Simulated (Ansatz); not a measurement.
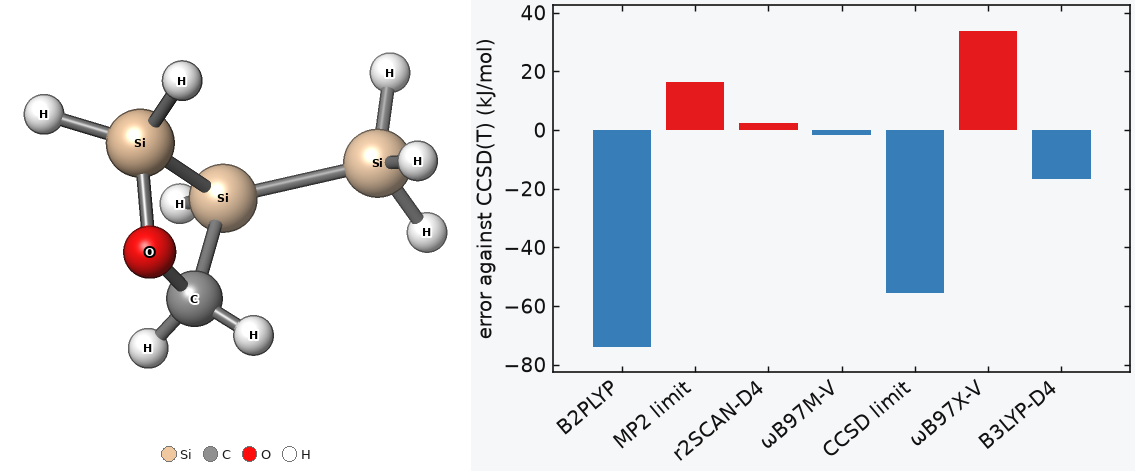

Error in the electronic atomisation energy (method less reference, so positive means overbinding) of CH₈OSi₃, SMILES [SiH3][Si@H]1CO[SiH2]1: functionals in def2-TZVPP against frozen-core CCSD(T) at the limit (MP2 extrapolated from triple and quadruple zeta, plus CCSD(T) less MP2 in a smaller set), which gives 4296.0 kJ/mol, at a PBE0-D4/def2-TZVP geometry (no frequency check), no zero-point or spin-orbit term, the Ansatz code 0.2.0. The reference leaves out core correlation, a term that grows with the number of heavy atoms. B2PLYP holds a correlation term that converges slowly with the basis, so part of the distance to the limit is basis error. No dispersion term is added to B2PLYP. Limit means the basis limit.

**Which of these levels overbind, and which underbind?**

Overbind: ωB97X-V. Underbind: B2PLYP and CCSD limit. Within 25 kJ/mol of zero, too close to call in view of what the reference leaves out: MP2 limit, r2SCAN-D4, ωB97M-V and B3LYP-D4.

**Give the values.**

```csv
level,kJ/mol
B2PLYP,−73.9
MP2 limit,16.5
r2SCAN-D4,2.3
ωB97M-V,−1.6
CCSD limit,−55.6
ωB97X-V,33.9
B3LYP-D4,−16.5
```
